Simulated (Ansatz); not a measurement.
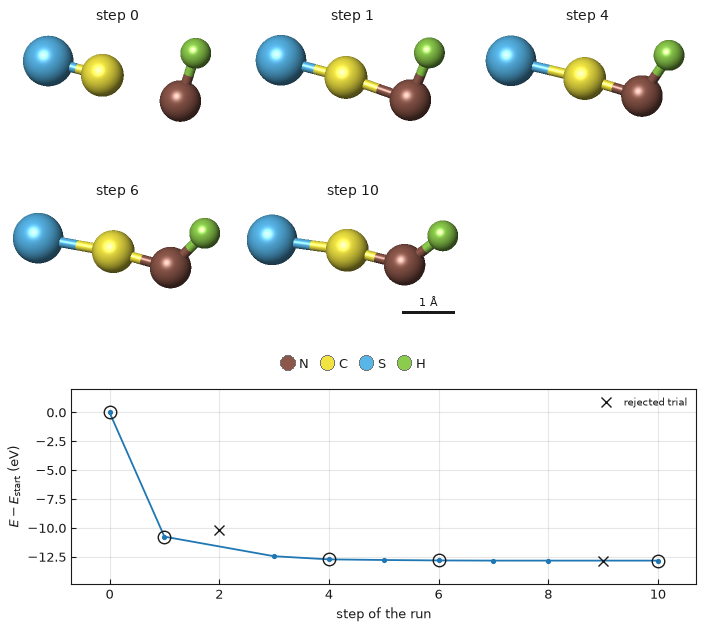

Frames of a relaxation of CHNS, marked on the history of the run. The picture is a ball-and-stick view, seen from a free direction.

It is one of the separated reactants of a reaction.

All numbers below come from Ansatz, RKS PBE-D4/def2-SVP. (force threshold 0.03 eV/Å; at most 250 steps)

Q: What happens along the run?

A: The energy falls by 12.818 eV in 8 accepted moves (10 points after the start). The largest force component goes from 65 to 0.0018 eV/Å. The line search rejected the trial steps at points 2, 9 of the run. The atom that moves furthest after the best rigid fit is the N atom (0.31 Å). Largest moves by element: N 0.31 Å, H 0.29 Å, S 0.25 Å, C 0.21 Å. Near-neighbour distances that change, for instance: C–N 1.684 → 1.218 Å, C–S 1.154 → 1.581 Å. New bonds form: C–N (1.68 → 1.22 Å). From step 0 to 1: the C atom moves most (0.18 Å), energy −10.743 eV. From step 1 to 4: N and S and H atoms move most (0.11 Å), energy −1.966 eV. From step 4 to 6: the H atom moves most (0.13 Å), energy −0.093 eV. From step 6 to 10: the H atom moves most (0.08 Å), energy −0.016 eV.

| step | E − E(0), eV | largest force component, eV/Å | note |
| --- | --- | --- | --- |
| 0 | 0.0000 | 64.5252 |  |
| 1 | -10.7434 | 18.4288 |  |
| 2 | -10.1863 | 24.0042 | rejected |
| 3 | -12.4378 | 4.8791 |  |
| 4 | -12.7090 | 0.6463 |  |
| 5 | -12.7640 | 0.7023 |  |
| 6 | -12.8022 | 0.2763 |  |
| 7 | -12.8168 | 0.1783 |  |
| 8 | -12.8180 | 0.0359 |  |
| 9 | -12.8179 | 0.0809 | rejected |
| 10 | -12.8180 | 0.0018 |  |
